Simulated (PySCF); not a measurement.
# BH3O (SMILES [H]B([H])O): PBE0/STO-6G

What is the vertical ionisation energy of BH3O at PBE0/STO-6G? The job is set up through a Python script.

Program for the calculation: PySCF 2.14.0.

11 further runs of the same task are left out: 11 set aside as unsound or not needed.

### 1 Starting point

The species is BH3O (5 atoms), meant as a singlet with charge 0. SMILES: `[H]B([H])O`. Geometry: relaxed at GFN2-xTB.

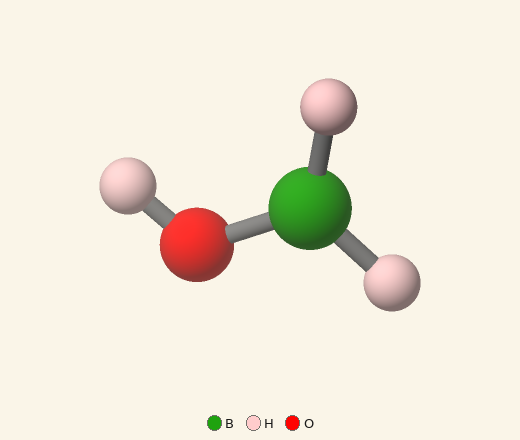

Viewed from a chosen angle; boron green, hydrogen pink, oxygen red.

### 2 The energy at PBE0/STO-6G

Input file start.xyz:

```xyz
5
BH3O
B      0.270970     0.302480    -0.108500
H      1.403550     0.390040    -0.395610
H     -0.432910     1.251360    -0.080700
O     -0.159420    -0.918700     0.174490
H     -1.082200    -1.025180     0.410320
```

Input file job.py:

```python
# BH2(OH)
from pyscf import gto, dft

system = gto.M(
    atom='start.xyz',
    spin=0,
    verbose=3,
    basis='sto-6g',
    max_memory=1860,
)

mf = dft.RKS(system)
mf.xc = 'pbe0'
mf.conv_tol = 1e-10
mf.grids.level = 5
mf.kernel()
if not mf.converged:
    mf = mf.newton().run(mf.mo_coeff, mf.mo_occ)

e_final = mf.e_tot
print(f'total energy: {e_final:.8f} hartree')
```

Run with:

```
$ OMP_NUM_THREADS=1 python job.py
```

Output:

```text
converged SCF energy = -101.400568927991
total energy: -101.40056893 hartree
```

It took 2.1 s on 1 thread of Arm Neoverse V2, shared host; peak memory 0.17 GiB.

### 3 The doublet cation at the same level

Input file run.py:

```python
from pyscf import gto, dft

mol = gto.Mole()
mol.atom = '''
B      0.512059     0.571604    -0.205035
H      2.652325     0.737069    -0.747595
H     -0.818081     2.364728    -0.152501
O     -0.301260    -1.736091     0.329738
H     -2.045062    -1.937309     0.775392
'''
mol.basis = 'sto-6g'
mol.spin = 1
mol.max_memory = 1860
mol.unit = 'bohr'
mol.verbose = 4
mol.charge = 1
mol.build()

ks = dft.UKS(mol)
ks.xc = 'pbe0'
ks.grids.level = 5
ks.conv_tol = 1e-10
ks.kernel()
if not ks.converged:
    ks = ks.newton().run(ks.mo_coeff, ks.mo_occ)

etot = ks.e_tot
print('E(%s) = %.9f' % ('PBE0', etot))
```

Run with:

```
$ OMP_NUM_THREADS=1 python run.py
```

Output:

```text
PySCF version 2.14.0

[INPUT] num. atoms = 5
[INPUT] num. electrons = 15
[INPUT] charge = 1
[INPUT] spin (= nelec alpha-beta = 2S) = 1
[INPUT] symmetry False subgroup None
[INPUT] Mole.unit = bohr
[INPUT] Symbol           X                Y                Z      unit          X                Y                Z       unit  Magmom
[INPUT]  1 B      0.270969953446   0.302479810471  -0.108499849441 AA    0.512059000000   0.571604000000  -0.205035000000 Bohr   0.0
[INPUT]  2 H      1.403549945953   0.390040117676  -0.395610236998 AA    2.652325000000   0.737069000000  -0.747595000000 Bohr   0.0
[INPUT]  3 H     -0.432909821887   1.251360167624  -0.080700053843 AA   -0.818081000000   2.364728000000  -0.152501000000 Bohr   0.0
[INPUT]  4 O     -0.159419926562  -0.918699793283   0.174489835174 AA   -0.301260000000  -1.736091000000   0.329738000000 Bohr   0.0
[INPUT]  5 H     -1.082200205318  -1.025179773310   0.410319775930 AA   -2.045062000000  -1.937309000000   0.775392000000 Bohr   0.0

nuclear repulsion = 30.8085153524516
number of shells = 9
number of NR pGTOs = 78
number of NR cGTOs = 13
basis = sto-6g
ecp = {}

[... 78 lines left out ...]
converged SCF energy = -101.024333774301  <S^2> = 0.75468052  2S+1 = 2.0046751
E(PBE0) = -101.024333774
```

Wall time 3.6 s (1 thread of Arm Neoverse V2, shared host); peak memory 0.18 GiB.

### 4 Outcome

At PBE0/STO-6G:

| quantity | value |
| --- | --- |
| singlet BH3O: total energy | -101.40057 Eh |
| singlet BH3O: dipole moment | 1.93 D |
| singlet BH3O: HOMO energy | -6.56 eV |
| singlet BH3O: LUMO energy | 3.30 eV |
| singlet BH3O: HOMO–LUMO gap | 9.86 eV |
| doublet cation: total energy | -101.02433 Eh |
| doublet cation: HOMO energy (highest over α and β) | -17.99 eV |
| doublet cation: LUMO energy (lowest over α and β) | -13.86 eV |
| doublet cation: ⟨S²⟩ | 0.755 |
| vertical ionisation energy (to the doublet cation) | 10.238 eV |

What this shows: The vertical ionisation energy comes to 10.24 eV (988 kJ/mol). The negative HOMO energy of the first species, 6.56 eV, lies 3.67 eV below that difference. In a minimal basis such a difference can be off by several eV, whatever the method. Mulliken charges (singlet BH3O) run from -0.31 on O4 to +0.26 on H5; they depend strongly on the basis. Mulliken charges (doublet cation) run from -0.11 on O4 to +0.42 on H5.
